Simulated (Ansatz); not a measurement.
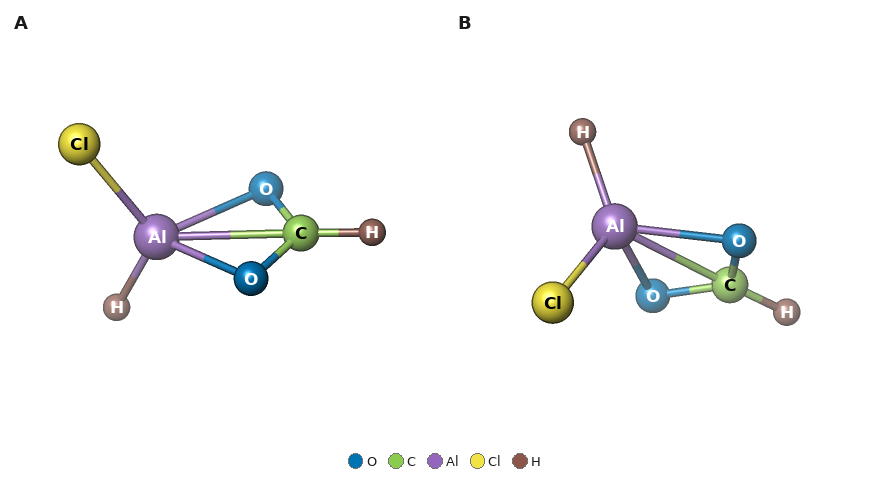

Distant atoms are faded towards the background colour. The geometry was computed by an optimisation with PBE0-D4/def2-TZVP.

Question: How are A and B related: the same structure turned, mirror images, conformers, diastereomers or constitutional isomers?

Answer: They are the same structure, CH2AlClO2, seen from two directions. With point group Cs it is achiral, so its mirror image would be the same too.
